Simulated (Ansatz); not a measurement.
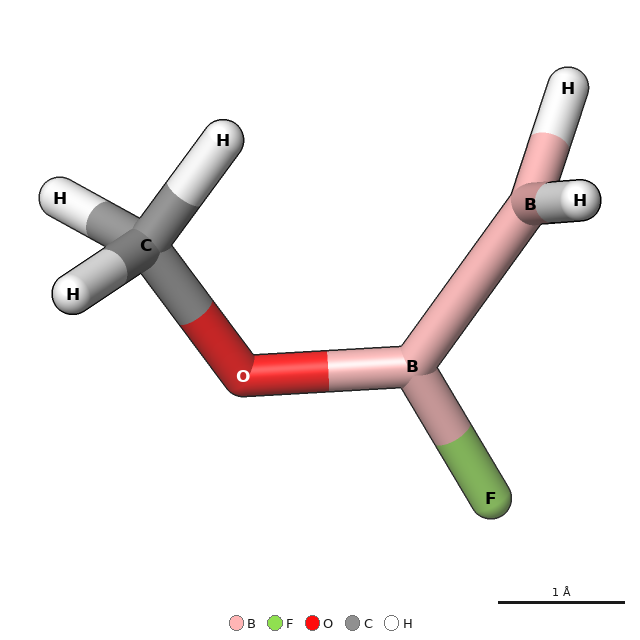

A stick model of a molecule.

The computed structure is the end point of a PBE0-D4/def2-TZVP optimisation.

Which formula does it have?

Answer. CH5B2FO, 10 atoms: 1 carbon, 5 hydrogen, 2 boron, 1 fluorine and 1 oxygen.

How many bonds of each kind are drawn?

Answer. 3 C–H, 2 B–H, 1 B–B, 1 B–F, 1 B–O, 1 C–O.

What is its SMILES?

Answer. BB(F)OC

More results for the same structure follow; atom numbers are the same in all pictures, views and colours differ.

## Shape

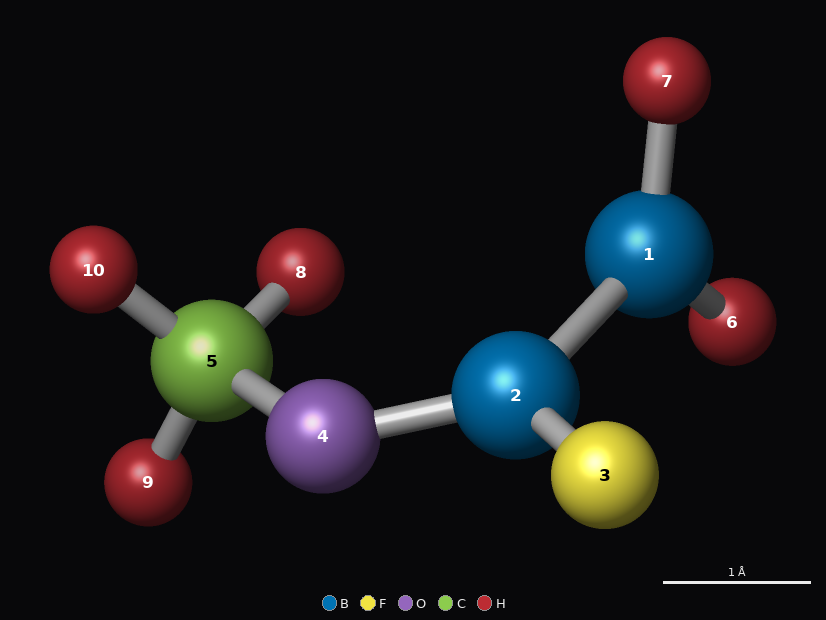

Numbered structure.

Estimate the angles B2–B1–H6, B2–B1–H7, B1–B2–F3, B1–B2–O4, F3–B2–O4, B2–O4–C5, O4–C5–H8, O4–C5–H9, O4–C5–H10.

```csv
angle,degrees
B2–B1–H6,122.0
B2–B1–H7,121.9
B1–B2–F3,118.7
B1–B2–O4,125.8
F3–B2–O4,115.5
B2–O4–C5,121.1
O4–C5–H8,112.4
O4–C5–H9,109.2
O4–C5–H10,109.3
```

## Vibrations

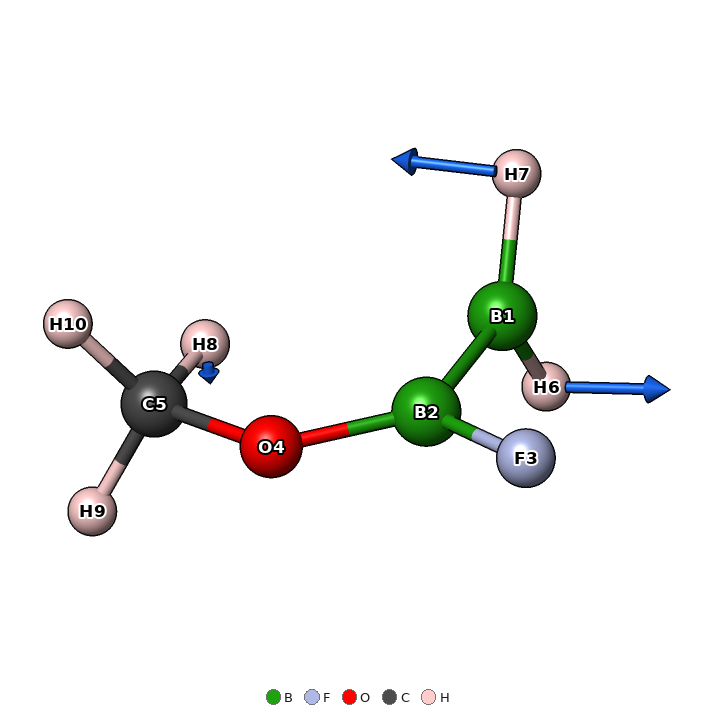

The arrows show one normal mode. Harmonic vibrations computed with RKS PBE0-D4/def2-TZVP (Ansatz 0.2.0) at a stationary point of the same level.

Describe the motion.

Answer. A torsion or out-of-plane motion in which bond lengths and bond angles hardly change.

Estimate its harmonic wavenumber.

Answer. 217 cm⁻¹; it is mode 4 of 24 counted from the lowest.

## Charges

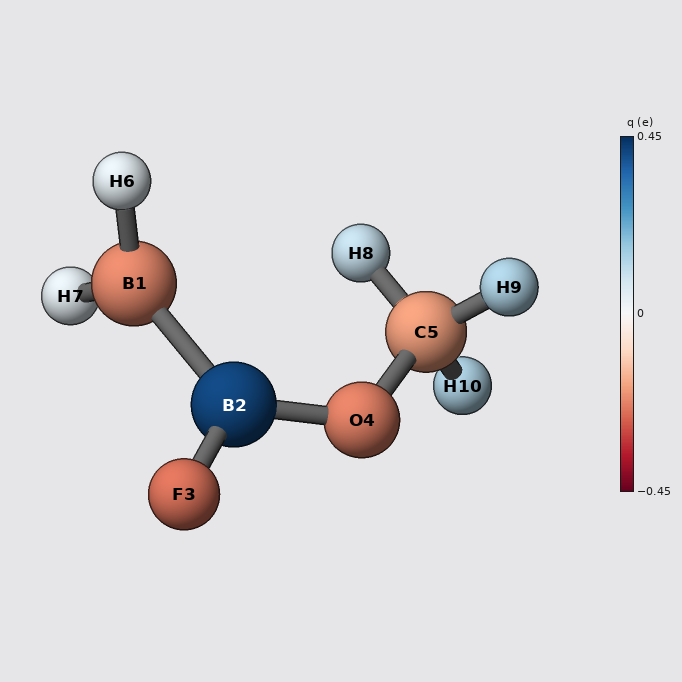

Atoms are coloured by their Mulliken charges. Method: RKS PBE0-D4/def2-TZVP (Ansatz 0.2.0).

Give the Mulliken charges atom by atom.

```json
{"atom": "B1", "value (e)": "−0.21"}
{"atom": "B2", "value (e)": "0.41"}
{"atom": "F3", "value (e)": "−0.24"}
{"atom": "O4", "value (e)": "−0.22"}
{"atom": "C5", "value (e)": "−0.19"}
{"atom": "H6", "value (e)": "0.04"}
{"atom": "H7", "value (e)": "0.04"}
{"atom": "H8", "value (e)": "0.10"}
{"atom": "H9", "value (e)": "0.14"}
{"atom": "H10", "value (e)": "0.14"}
```

## Levels of theory compared

Program: Ansatz 0.2.0.

Compare HOMO–LUMO gap (eV), HOMO energy (eV) at these levels: B3LYP-D4/def2-TZVPP; BLYP-D4/def2-TZVPP; CAM-B3LYP-D4/def2-TZVPP; PBE0-D4/def2-QZVPP; SPW92 (LDA)/def2-TZVPP; r2SCANh-D4/def2-TZVPP; revPBE-D4/def2-TZVPP; ωB97M-V/def2-QZVPP; ωB97M-V/def2-SVP; ωB97M-V/def2-TZVPP.

| level | HOMO–LUMO gap (eV) | HOMO energy (eV) |
| --- | --- | --- |
| B3LYP-D4/def2-TZVPP | 5.95 | −8.35 |
| BLYP-D4/def2-TZVPP | 3.94 | −6.99 |
| CAM-B3LYP-D4/def2-TZVPP | 8.99 | −10.04 |
| PBE0-D4/def2-QZVPP | 6.37 | −8.57 |
| SPW92 (LDA)/def2-TZVPP | 3.61 | −7.20 |
| r2SCANh-D4/def2-TZVPP | 5.45 | −7.92 |
| revPBE-D4/def2-TZVPP | 3.93 | −7.00 |
| ωB97M-V/def2-QZVPP | 10.65 | −10.89 |
| ωB97M-V/def2-SVP | 10.77 | −10.76 |
| ωB97M-V/def2-TZVPP | 10.69 | −10.87 |

Mulliken values depend strongly on the basis set and can even reverse the polarity of a bond.
